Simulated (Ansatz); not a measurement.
Input

```
crystal:
  periodic: [false, false, false]
  atoms:
    - {symbol: C, position_ang: [-0.671988, 0.931072, -0.497452]}
    - {symbol: Si, position_ang: [-0.146826, -0.554561, 0.488325]}
    - {symbol: C, position_ang: [1.638349, -0.910122, 0.129781]}
    - {symbol: N, position_ang: [2.747288, -1.112382, -0.107584]}
    - {symbol: H, position_ang: [-0.554071, 0.746110, -1.566809]}
    - {symbol: H, position_ang: [-0.072811, 1.803412, -0.229774]}
    - {symbol: H, position_ang: [-1.721898, 1.160394, -0.300882]}
    - {symbol: H, position_ang: [-0.893291, -1.779446, 0.117002]}
    - {symbol: H, position_ang: [-0.236353, -0.330778, 1.950292]}
basis:
  gaussian: {orbitals: def2-TZVPP}
hamiltonian: {xc: pbe0, dispersion: d4}
output: {orbitals: {seedname: orbitals}}
```

Launched as:

```sh
ansatz run in.yaml --threads 2 --pin off --events-out ev --progress --plain --max-ram 32768MiB --backend cpu
```

Geometry: PBE0-D4/def2-TZVP.

These are results of RKS PBE0-D4/def2-TZVPP (Ansatz 0.2.0), not measurements.

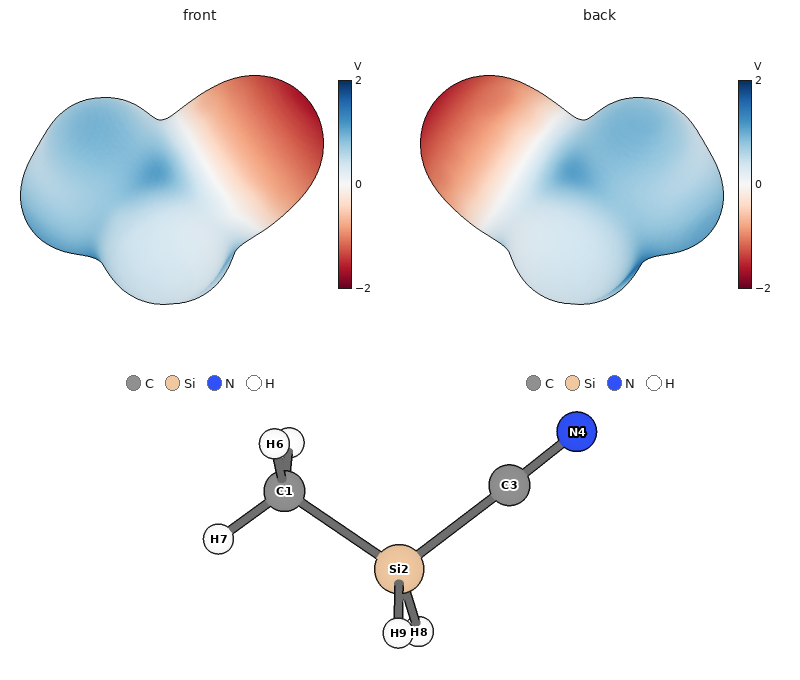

C₂H₅NSi. The electrostatic potential painted on the density surface at 0.001 e/bohr³, seen from the front and from behind; red is negative and blue positive. The bare structure is drawn below in the same view.

Which sites attract a positive test charge, and which a negative one?

A positive charge is drawn to the negative regions and a negative charge to the positive ones. The most negative region (about −1.6 V, or −37 kcal/mol for a unit charge) lies over N4, the most positive (about +1.4 V, or +32 kcal/mol for a unit charge) over Si2. N4 is the likeliest acceptor of a hydrogen bond.
